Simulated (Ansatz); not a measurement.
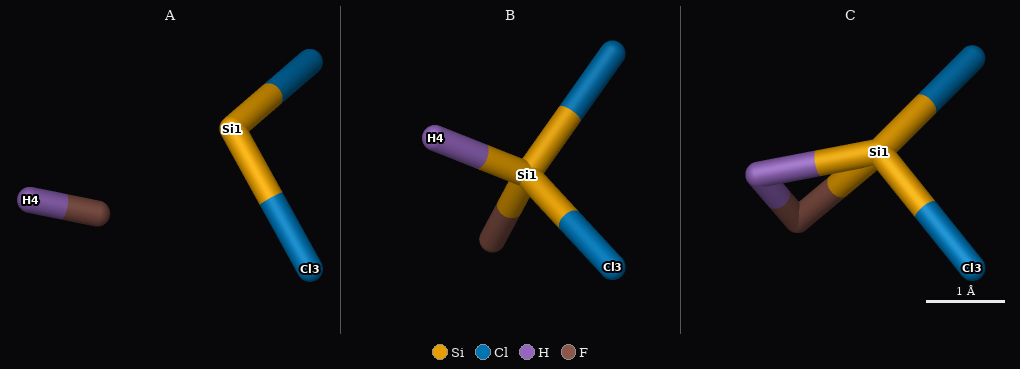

Three geometries of SiHCl2F: a saddle point and the two relaxed ends that it joins, in shuffled order. The picture is a stick view, seen at a tilt. Sticks join atoms that are closer than about 1.2 times the sum of their covalent radii (a little more with hydrogen).

Stationary points at PBE0-D4/def2-TZVP, single-point energies with PBE0-D4, r2SCAN0-D4, wB97X-V (def2-TZVPP where no basis is named; Ansatz 0.2.0). The energies are electronic, without zero-point or thermal terms, and both ends are the relaxed geometries reached downhill from the saddle, with any fragments still in contact.

Q: Identify the saddle point and describe the reaction.

A: Frame C is the saddle point. Counted by bonded pieces, A holds HF + SiCl₂ and B holds SiHCl₂F. From A over the saddle to B, bonds form: H–Si (3.11 → 1.65 → 1.47 Å), F–Si (2.65 → 1.92 → 1.58 Å). A bond breaks: F–H (0.92 → 1.18 → 2.49 Å). The saddle has one imaginary mode, 1309i cm⁻¹. The end A keeps a soft imaginary mode of 43i cm⁻¹, so it isn't quite a minimum. With PBE0-D4 the barrier is 18.6 kcal/mol from A and 83.5 kcal/mol from B, and B lies 65.0 kcal/mol below A.

```
     level  barrier from A (kcal/mol)  barrier from B (kcal/mol)  B less A (kcal/mol)
   PBE0-D4                       18.6                       83.5                −65.0
r2SCAN0-D4                       18.7                       89.2                −70.5
   wB97X-V                       20.1                       88.9                −68.8
```

Limits of the set-up: the start holds two separate molecules, 2.6 Å apart at their closest, whose relative position is a soft coordinate.
